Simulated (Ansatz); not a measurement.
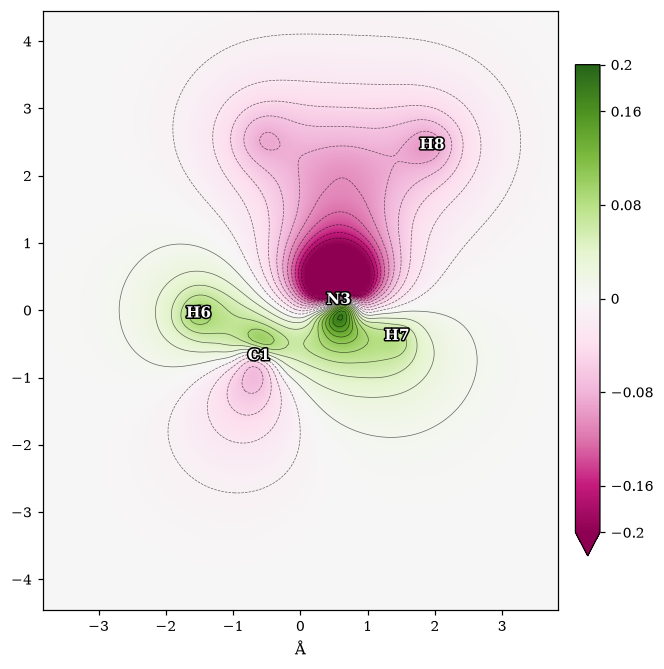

The picture shows: CH$_{6}$GeN (SMILES C[NH][GeH2]) (doublet). The HOMO (β) on the plane of atoms C1, N3 and H7 (values in Å⁻³ᐟ²; the overall sign is arbitrary).

Geometry: B3LYP-D3(BJ)/def2-SVP.

The calculation used isolated molecule in a Gaussian basis; Kohn-Sham density functional theory, functional PBE0 (Ansatz 0.2.0).

Input file:

```
crystal:
  periodic: [false, false, false]
  atoms:
    - {symbol: C, position_ang: [-1.019790, 1.458139, 0.270285]}
    - {symbol: Ge, position_ang: [-1.277422, -1.324507, -0.586208]}
    - {symbol: N, position_ang: [-1.823911, 0.254574, 0.220462]}
    - {symbol: H, position_ang: [-1.125313, 2.107999, -0.620988]}
    - {symbol: H, position_ang: [-1.281243, 2.066397, 1.154738]}
    - {symbol: H, position_ang: [0.045202, 1.192169, 0.360955]}
    - {symbol: H, position_ang: [-2.823032, 0.445823, 0.174109]}
    - {symbol: H, position_ang: [-2.280377, -2.387282, -0.030821]}
    - {symbol: H, position_ang: [0.136035, -1.581085, 0.031680]}
basis:
  gaussian:
    orbitals: def2-TZVPD
total_charge: 0
magnetization:
  spin_polarized: true
  initial_magnetization: 1
hamiltonian:
  xc: pbe0
output:
  forces: true
  orbitals: {seedname: orbitals}
```

Command:

```sh
ansatz run input.yaml --threads 2 --pin off --max-ram 4350MiB --events-out events.jsonl --progress --plain --runs-dir runs
```

Q: Describe this orbital and give its energy.

A: By Hirshfeld shares it lies mainly on N3 (about 50 %), Ge2 (about 25 %), C1 (about 10 %) and H4 (about 5 %). Its energy is −7.04 eV.
